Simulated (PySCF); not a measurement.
Run report: TiH3O3, frequency calculation

TiH3O3, multiplicity 2, computed with UKS-based PBE0, Ti def2-TZVP, O def2-TZVP, H def2-TZVP; non-relativistic Hamiltonian; density fitting (PySCF 2.14.0).

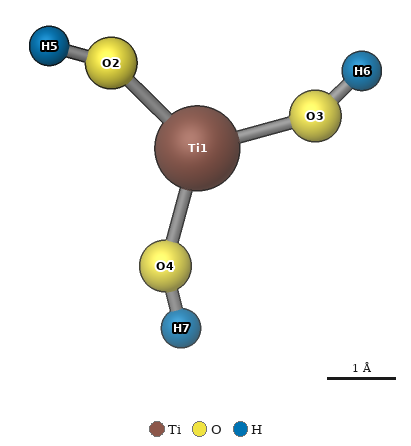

The input geometry (ball-and-stick view, seen on its broad side; atoms are numbered from 1 in the order of the input). Sticks mark near contacts.

Key numbers

```json
{"quantity": "outcome", "value": "converged"}
{"quantity": "total energy", "value": "−1076.755876 hartree"}
{"quantity": "⟨S²⟩", "value": "0.754"}
{"quantity": "zero-point energy", "value": "0.037660 hartree"}
{"quantity": "dipole moment", "value": "0.00 D"}
{"quantity": "wavenumbers, lowest and highest", "value": "111 and 3989 cm⁻¹"}
{"quantity": "hardware", "value": "4 threads of Arm Neoverse V2, 24 GiB of memory available, shared host"}
{"quantity": "wall time", "value": "2.8 min (CPU time 7.8 min)"}
{"quantity": "peak memory", "value": "2.3 GiB"}
```

Input
```python
from pyscf import gto, scf, dft
mol = gto.M(atom='''
Ti     0.000000    -0.000000     0.000000
O      0.064286    -0.092154     1.799891
O      1.501010    -0.243357    -0.969524
O     -1.565297     0.335511    -0.830367
H     -0.361303    -0.048787     2.652292
H      2.436602    -0.419315    -1.026996
H     -2.075299     0.468102    -1.625296''',
    basis={'Ti': 'def2-TZVP', 'O': 'def2-TZVP', 'H': 'def2-TZVP'},
    charge=0, spin=1)
mf = dft.UKS(mol, xc='PBE0')
mf.grids.atom_grid = (75, 302)
aux = {'Ti': 'def2-universal-JKFIT', 'O': 'def2-universal-JKFIT', 'H': 'def2-universal-JKFIT'}
mf = mf.density_fit(auxbasis=aux)
mf.conv_tol = 1e-09
mf.diis_space = 10
mf.max_cycle = 60
mf.verbose = 4
mf.kernel()
```

The script is an equivalent of the set-up of the self-consistent field. The run itself was carried out by a driver, which started from the orbitals of the step before it where there was one and computed the further properties.

Command:
```bash
OMP_NUM_THREADS=4 python axn.py task.json out
```

What the program printed
```
init E= -1076.75587590671
  alpha nocc = 25  HOMO = -0.203661722679954  LUMO = -0.00885077343638919
  beta  nocc = 24  HOMO = -0.32394610204397  LUMO = -0.0377327927649608
  HOMO = -0.20366172268  LUMO = -0.037732792765  gap/eV = 4.51516
cycle= 1 E= -1076.75587590668  delta_E= 3.14e-11  |g|= 1.07e-05  |ddm|= 7.56e-06
  alpha nocc = 25  HOMO = -0.203659488792972  LUMO = -0.00884789790909148
  beta  nocc = 24  HOMO = -0.323946426617502  LUMO = -0.0377313193095727
  HOMO = -0.203659488793  LUMO = -0.0377313193096  gap/eV = 4.51514
cycle= 2 E= -1076.75587590655  delta_E= 1.36e-10  |g|= 2.21e-05  |ddm|= 1.5e-05
  alpha nocc = 25  HOMO = -0.203661124165613  LUMO = -0.0088498698209147
  beta  nocc = 24  HOMO = -0.323946015953368  LUMO = -0.0377323677527926
  HOMO = -0.203661124166  LUMO = -0.0377323677528  gap/eV = 4.51515
cycle= 3 E= -1076.75587590672  delta_E= -1.76e-10  |g|= 1.54e-06  |ddm|= 1.02e-05
  alpha nocc = 25  HOMO = -0.203661010908974  LUMO = -0.00884976047510279
  beta  nocc = 24  HOMO = -0.323946117549329  LUMO = -0.0377322941351568
  HOMO = -0.203661010909  LUMO = -0.0377322941352  gap/eV = 4.51515
cycle= 4 E= -1076.75587590672  delta_E= -2.96e-12  |g|= 1.16e-07  |ddm|= 6.81e-07
  alpha nocc = 25  HOMO = -0.203661071331574  LUMO = -0.00884981776988812
  beta  nocc = 24  HOMO = -0.323946141723734  LUMO = -0.0377323261083459
  HOMO = -0.203661071332  LUMO = -0.0377323261083  gap/eV = 4.51515
Extra cycle  E= -1076.75587590672  delta_E=    0  |g|= 1.91e-07  |ddm|= 2.22e-07
converged SCF energy = -1076.75587590672  <S^2> = 0.75359638  2S+1 = 2.0035932
```

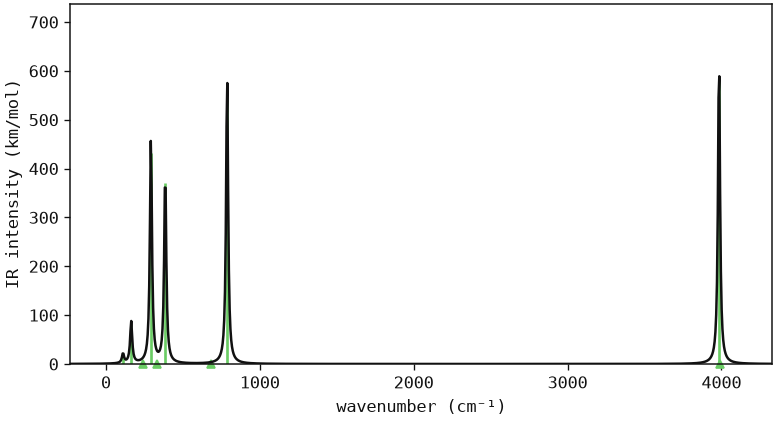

Harmonic infrared spectrum, unscaled: sticks (degenerate modes added up, dark ones marked on the axis) with a Lorentzian envelope of 16 cm⁻¹ full width, scaled to the tallest stick. 15 modes from 111 to 3989 cm⁻¹, none imaginary. The strongest line is at 3984 cm⁻¹ (589 km/mol). All modes, in cm⁻¹ (km/mol): 111 (18.8), 164 (40), 164 (40), 238 (0.0), 292 (216), 292 (216), 333 (0.0), 333 (0.0), 385 (370), 686 (0.0), 787 (278), 787 (278), 3984 (294), 3984 (294), 3989 (0.0).

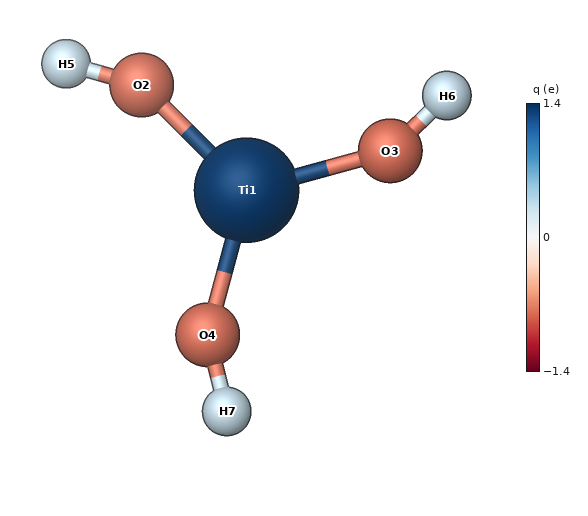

Mulliken charges, as the colour of each atom (ball-and-stick view, seen on its broad side; atoms are numbered from 1 in the order of the input). By element: Ti +1.35, O −0.78 and H +0.33 e.
